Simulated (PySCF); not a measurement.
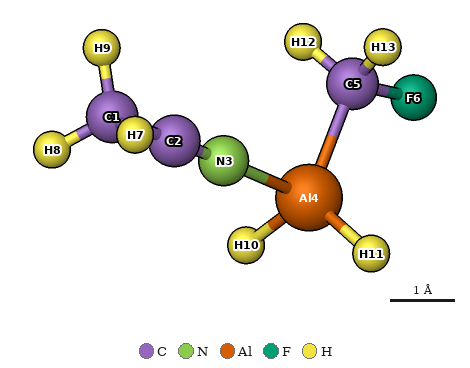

Figure 1. The input geometry of the first run (ball-and-stick view, seen at a tilt; atoms are numbered from 1 in the order of the input). Sticks mark near contacts.

## What a change does: NMR shielding calculation on C$_{3}$H$_{7}$AlFN

System: C$_{3}$H$_{7}$AlFN, SMILES CC#[N+][AlH2-][CH2]F.
Method of the first run: GIAO HF/pcSseg-1 NMR shielding, non-relativistic, gas phase (PySCF 2.14.0).

The geometry comes from this level: PBE0-D3(BJ)/def2-SVP. Text and figures count atoms from 1; the logs count them from 0 in places.

The input, the first run:
```
{"job": {"kind": "nmr", "xc": "HF", "basis": "pcSseg-1", "pop": false}, "charge": 0, "multiplicity": 1}
C      2.968251     0.115840    -0.123280
C      1.566067    -0.153498    -0.346743
N      0.451118    -0.376283    -0.531228
Al    -1.514131    -0.813753    -0.848907
C     -2.364132     0.691843     0.164571
F     -3.750740     0.548185     0.043420
H      3.434183     0.456318    -1.059235
H      3.470153    -0.801121     0.218053
H      3.081769     0.895802     0.643288
H     -1.570071    -2.264371    -0.170737
H     -1.554215    -0.711828    -2.447332
H     -2.118490     0.700115     1.244697
H     -2.093785     1.695659    -0.217766
```

The first line tells a small driver script what to run in PySCF; the rest is the geometry in Å.

Launched with:
```bash
OMP_NUM_THREADS=1 python <driver script> task.json out
```

Hardware: 1 CPU thread, shared host.

Output (the first run):
```
final grid: 105720 points
cycle   1  E = -513.2792756002  dE =  5.044e-01  |g| = 6.736e-01  |ddm| = 2.941e+00
cycle   2  E = -513.3717392060  dE = -9.246e-02  |g| = 4.640e-01  |ddm| = 7.161e-01
cycle   3  E = -513.4112271936  dE = -3.949e-02  |g| = 9.121e-02  |ddm| = 2.771e-01
cycle   4  E = -513.4136791962  dE = -2.452e-03  |g| = 4.292e-02  |ddm| = 1.032e-01
cycle   5  E = -513.4141014204  dE = -4.222e-04  |g| = 8.579e-03  |ddm| = 3.773e-02
cycle   6  E = -513.4141257396  dE = -2.432e-05  |g| = 3.205e-03  |ddm| = 1.003e-02
cycle   7  E = -513.4141297436  dE = -4.004e-06  |g| = 7.642e-04  |ddm| = 4.748e-03
cycle   8  E = -513.4141300046  dE = -2.610e-07  |g| = 1.595e-04  |ddm| = 1.322e-03
cycle   9  E = -513.4141300215  dE = -1.692e-08  |g| = 5.467e-05  |ddm| = 3.320e-04
cycle  10  E = -513.4141300235  dE = -2.037e-09  |g| = 1.924e-05  |ddm| = 1.095e-04
cycle  11  E = -513.4141300238  dE = -2.663e-10  |g| = 5.177e-06  |ddm| = 4.129e-05
converged SCF energy = -513.4141300238

GIAO shielding tensors (ppm)
atom      isotropic    diamagn.    paramagn.     s11        s22        s33       span
  0 C      189.729     245.402     -55.674    183.516    183.602    202.069     18.553
  1 C       58.406     270.678    -212.272    -52.447    -52.091    279.756    332.203
  2 N       23.662     338.663    -315.001   -128.951   -126.957    326.894    455.844
  3 Al     475.847     791.011    -315.164    429.419    487.320    510.803     81.385
  4 C      119.126     250.436    -131.310     62.607     97.208    197.563    134.956
  5 F      522.797     469.776      53.021    464.471    497.717    606.202    141.731
  6 H       29.305      25.697       3.607     24.310     26.848     36.756     12.446
  7 H       29.287      25.965       3.323     24.306     26.820     36.736     12.430
  8 H       29.371      27.575       1.796     24.363     27.094     36.656     12.292
  9 H       27.940      29.291      -1.352     25.178     26.668     31.974      6.796
 10 H       27.946      29.031      -1.085     25.192     26.650     31.996      6.804
 11 H       27.645      31.870      -4.225     23.785     26.998     32.152      8.367
 12 H       27.648      31.511      -3.863     23.786     27.004     32.155      8.369
```

For the second run the input was changed thus:
```diff
-"xc": "HF"
+"xc": "LDA"
```

How does the second run compare with the first run?

The total energies belong to different methods, so their difference says nothing on which is more stable or more accurate. The HOMO goes from −9.97 to −5.35 eV. The LUMO goes from 2.65 to −2.28 eV. The dipole moment goes from 11.27 to 9.92 D. Of all shieldings, the largest change is that of Al4, by −59.9 ppm. The method changes from HF to LDA. Exact exchange removes part of the self-interaction error of semilocal functionals, which pushes filled and empty levels apart. The SCF takes 15 iterations against 11.

Output (the second run):
```
coarse grid: 11376 points
cycle   1  E = -512.1155880485  dE =  2.737e-01  |g| = 6.137e-01  |ddm| = 3.162e+00
cycle   2  E = -511.6850952729  dE =  4.305e-01  |g| = 1.492e+00  |ddm| = 1.890e+00
cycle   3  E = -512.1859314242  dE = -5.008e-01  |g| = 2.804e-01  |ddm| = 1.549e+00
cycle   4  E = -512.2011570899  dE = -1.523e-02  |g| = 1.477e-01  |ddm| = 2.477e-01
cycle   5  E = -512.2049196750  dE = -3.763e-03  |g| = 7.030e-02  |ddm| = 1.302e-01
cycle   6  E = -512.2059405120  dE = -1.021e-03  |g| = 1.064e-02  |ddm| = 4.924e-02
cycle   7  E = -512.2059683484  dE = -2.784e-05  |g| = 3.162e-03  |ddm| = 1.157e-02
cycle   8  E = -512.2059698982  dE = -1.550e-06  |g| = 1.247e-03  |ddm| = 2.356e-03
final grid: 105720 points
cycle   9  E = -512.2505650549  dE = -2.466e-05  |g| = 4.539e-03  |ddm| = 1.595e-02
cycle  10  E = -512.2505521230  dE =  1.293e-05  |g| = 9.317e-03  |ddm| = 8.533e-03
cycle  11  E = -512.2505681025  dE = -1.598e-05  |g| = 2.598e-03  |ddm| = 5.878e-03
cycle  12  E = -512.2505695421  dE = -1.440e-06  |g| = 5.183e-04  |ddm| = 1.584e-03
cycle  13  E = -512.2505695805  dE = -3.846e-08  |g| = 1.963e-04  |ddm| = 3.752e-04
cycle  14  E = -512.2505695881  dE = -7.512e-09  |g| = 2.451e-05  |ddm| = 1.220e-04
cycle  15  E = -512.2505695882  dE = -1.427e-10  |g| = 8.348e-06  |ddm| = 3.315e-05
converged SCF energy = -512.2505695882

GIAO shielding tensors (ppm)
atom      isotropic    diamagn.    paramagn.     s11        s22        s33       span
  0 C      181.634     251.471     -69.837    172.088    172.260    200.554     28.467
  1 C       49.298     269.612    -220.313    -51.129    -49.495    248.518    299.647
  2 N       14.831     335.760    -320.929   -136.987   -134.205    315.686    452.673
  3 Al     415.930     796.376    -380.446    381.879    412.372    453.539     71.660
  4 C       95.268     249.905    -154.636     31.798     65.471    188.536    156.738
  5 F      488.999     465.849      23.150    429.926    480.086    556.985    127.058
  6 H       28.634      25.656       2.978     23.903     26.482     35.516     11.613
  7 H       28.615      26.000       2.615     23.888     26.454     35.504     11.616
  8 H       28.678      28.037       0.641     23.880     26.741     35.413     11.532
  9 H       26.401      28.396      -1.995     23.645     25.242     30.316      6.671
 10 H       26.412      28.146      -1.734     23.670     25.226     30.340      6.671
 11 H       25.935      30.443      -4.508     21.769     25.301     30.735      8.966
 12 H       25.942      30.101      -4.159     21.776     25.309     30.741      8.966
```

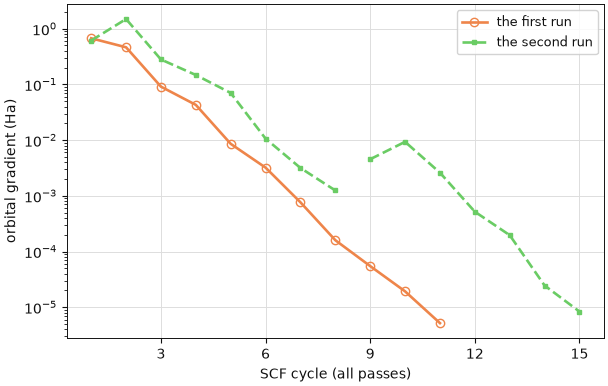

Figure 2. Convergence of the two runs: orbital gradient against the SCF cycle. A break in a curve parts two SCF passes (coarse and final grid). The first run takes 11 cycles in all, and the second run takes 15.

The two runs side by side:

```tsv
quantity	the first run	the second run
outcome	converged	converged
total energy (hartree)	−513.414130	−512.250570
HOMO (eV)	−9.97	−5.35
LUMO (eV)	2.65	−2.28
dipole moment (D)	11.27	9.92
shielding of C1 (ppm)	189.7	181.6
shielding of C2 (ppm)	58.4	49.3
shielding of N3 (ppm)	23.7	14.8
shielding of Al4 (ppm)	475.8	415.9
shielding of C5 (ppm)	119.1	95.3
shielding of F6 (ppm)	522.8	489.0
shielding of H12 (ppm)	27.6	25.9
SCF iterations	11	15
basis functions	144	144
wall time (shared host)	9.4 s	20 s
```
